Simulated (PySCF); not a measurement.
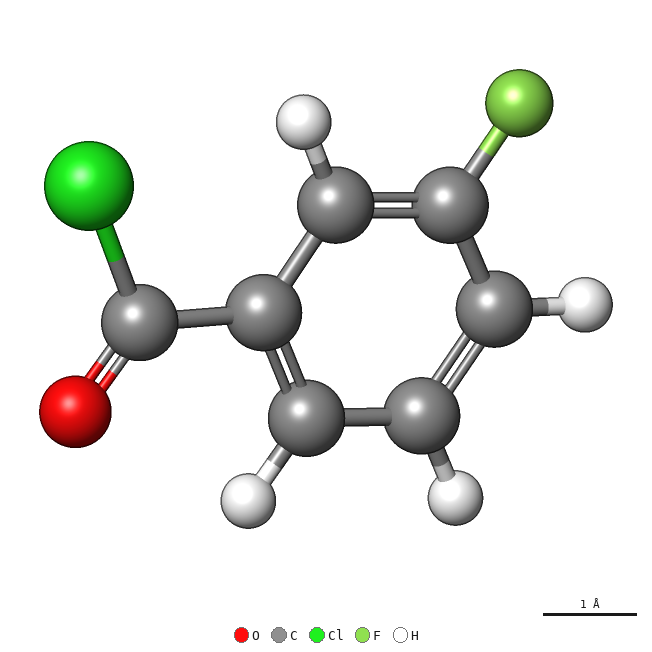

Ball-and-stick drawing of a structure. Double and triple bonds are drawn as two and three sticks.

Computed geometry: PBE0-D3(BJ)/def2-SVP optimisation. No frequency run is at hand to confirm it as a minimum.

What does the picture show?

It has 14 atoms: 7 carbon, 4 hydrogen, 1 chlorine, 1 fluorine and 1 oxygen (C₇H₄ClFO). SMILES: `O=C(Cl)c1cccc(F)c1`. Independent rings (smallest set): 1 of 6 members, 1 of them aromatic. Among its groups: C–F bond, C–Cl bond. This geometry has Cs symmetry. All atoms lie on one plane. Coordination: 7 C trigonal planar.

The parts below concern this one geometry. Atoms keep their numbers from picture to picture.

### Geometry

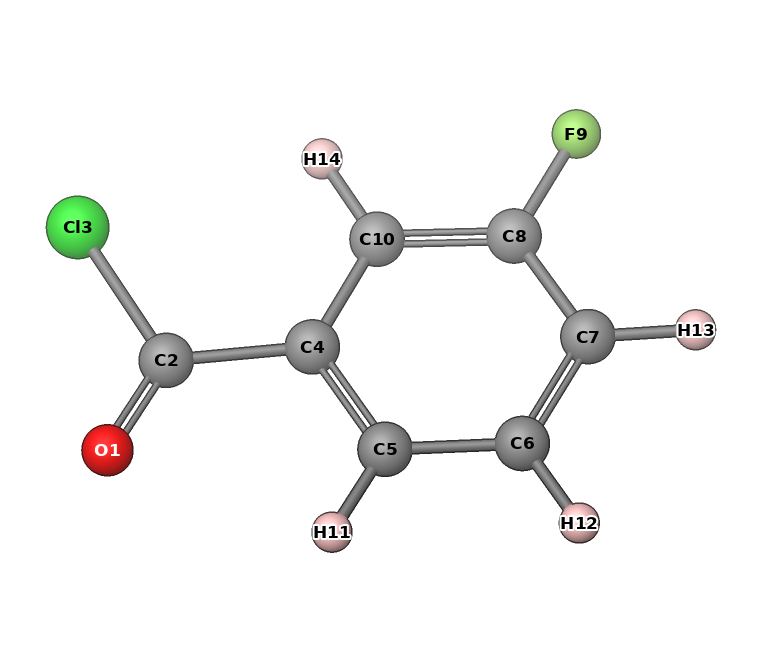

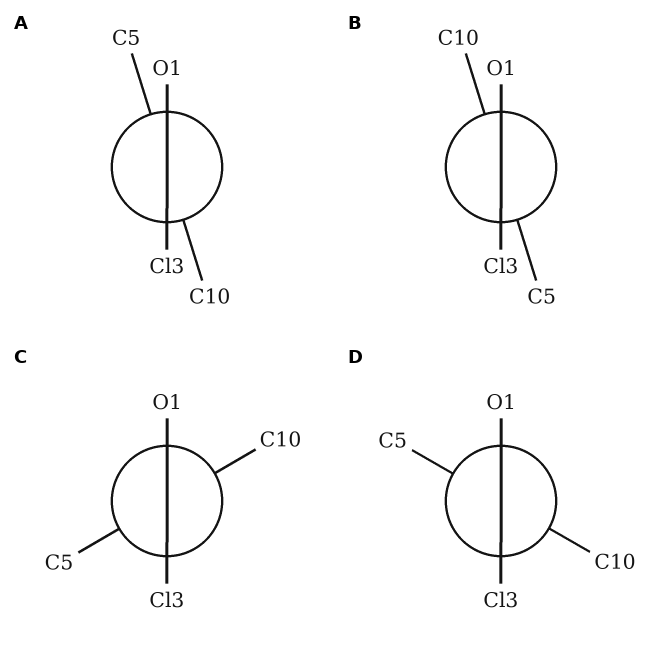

Distant atoms are faded towards the background colour. Bonds that would overlap in a projection are set slightly apart. No frequency run is at hand to confirm it as a minimum.

Which Newman projection shows the view along C2–C4, with C2 in front?

Answer. A. The torsion angle Cl3–C2–C4–C5 is 180°, antiperiplanar (anti).

### Levels of theory compared

No frequency run is at hand to confirm it as a minimum. Program: PySCF 2.14.0.

At this fixed geometry, give HOMO–LUMO gap (eV), HOMO energy (eV), dipole (D) at these levels: PBE0/def2-SVPD; PBE0/def2-SVPD in chloroform (IEF-PCM); PBE0/def2-SVPD in cyclohexane (IEF-PCM); PBE0/pcSseg-1 in chloroform (IEF-PCM); PBE0/pcSseg-1 in cyclohexane (IEF-PCM); PBE0/pcSseg-1 in tetrahydrofuran (IEF-PCM); WP04/pcSseg-1 in chloroform (IEF-PCM); ωB97X-D/pcSseg-1 in chloroform (IEF-PCM).

```json
{"level": "PBE0/def2-SVPD", "HOMO–LUMO gap (eV)": "5.42", "HOMO energy (eV)": "−7.92", "dipole (D)": "3.07"}
{"level": "PBE0/def2-SVPD in chloroform (IEF-PCM)", "HOMO–LUMO gap (eV)": "5.33", "HOMO energy (eV)": "−7.74", "dipole (D)": "3.80"}
{"level": "PBE0/def2-SVPD in cyclohexane (IEF-PCM)", "HOMO–LUMO gap (eV)": "5.37", "HOMO energy (eV)": "−7.81", "dipole (D)": "3.47"}
{"level": "PBE0/pcSseg-1 in chloroform (IEF-PCM)", "HOMO–LUMO gap (eV)": "5.39", "HOMO energy (eV)": "−7.73", "dipole (D)": "3.76"}
{"level": "PBE0/pcSseg-1 in cyclohexane (IEF-PCM)", "HOMO–LUMO gap (eV)": "5.43", "HOMO energy (eV)": "−7.80", "dipole (D)": "3.47"}
{"level": "PBE0/pcSseg-1 in tetrahydrofuran (IEF-PCM)", "HOMO–LUMO gap (eV)": "5.38", "HOMO energy (eV)": "−7.71", "dipole (D)": "3.86"}
{"level": "WP04/pcSseg-1 in chloroform (IEF-PCM)", "HOMO–LUMO gap (eV)": "4.41", "HOMO energy (eV)": "−8.90", "dipole (D)": "3.87"}
{"level": "ωB97X-D/pcSseg-1 in chloroform (IEF-PCM)", "HOMO–LUMO gap (eV)": "8.85", "HOMO energy (eV)": "−9.50", "dipole (D)": "3.73"}
```

### Ring current

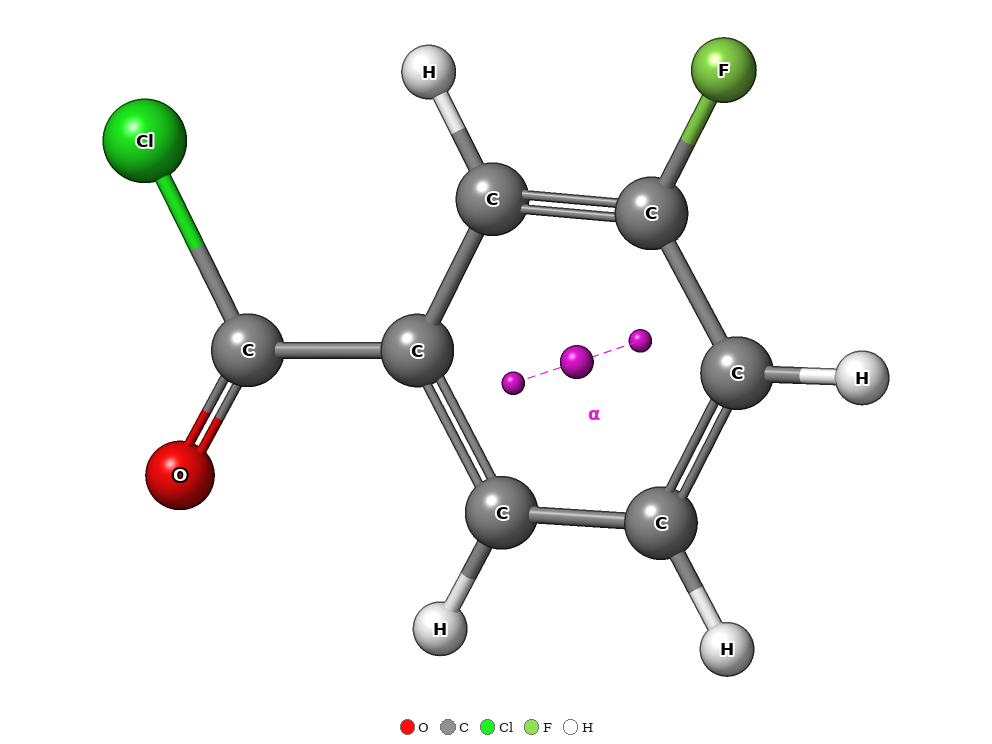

The small points mark where nucleus-independent chemical shifts (NICS) were computed: at the centre of each lettered ring and 1 Å above and below it. No frequency run is at hand to confirm it as a minimum. Level of theory: GIAO PBE0/pcSseg-1 NMR shielding, non-relativistic, IEF-PCM chloroform (PySCF 2.14.0).

Give NICS(0), NICS(1) and the out-of-plane component NICS(1)zz for each ring (means of the two sides).

| ring | members | NICS(0) | NICS(1) | NICS(1)zz |
| --- | --- | --- | --- | --- |
| α | C6 | −10.2 | −11.4 | −26.8 |

Values in ppm.

What do the values say about the ring currents?

Answer. Ring α: diatropic, as in an aromatic ring. NICS is one index among several.

### NMR shielding

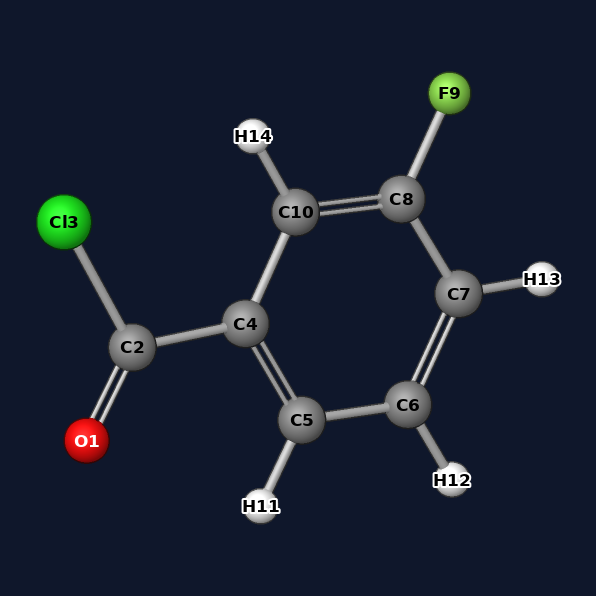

The questions are on isotropic NMR shieldings of the H atoms. No frequency run is at hand to confirm it as a minimum. Level of theory: GIAO ωB97X-D/pcSseg-1 NMR shielding, non-relativistic, IEF-PCM chloroform (PySCF 2.14.0).

List the isotropic NMR shieldings of the H atoms.

```tsv
atom	σ (ppm)
H11	23.15
H12	23.51
H13	23.60
H14	23.10
```

### Quadrupole coupling

No frequency run is at hand to confirm it as a minimum. Electric field gradients from the ground-state density, PBE0/pcSseg-1 in chloroform (IEF-PCM) (PySCF 2.14.0), non-relativistic apart from any core potentials.

Give the largest field-gradient component, the quadrupole coupling constant and the asymmetry for 17O at O1 (Q = −25.6 mb), 35Cl at Cl3 (Q = −81.7 mb), 2H at H11 (Q = 2.86 mb), 2H at H12 (Q = 2.86 mb).

| atom | V_zz (a.u.) | e²qQ/h (MHz) | η |
| --- | --- | --- | --- |
| O1 | −1.543 | 9.28 | 0.36 |
| Cl3 | 3.321 | −63.8 | 0.26 |
| H11 | 0.298 | 0.200 | 0.05 |
| H12 | 0.299 | 0.201 | 0.07 |
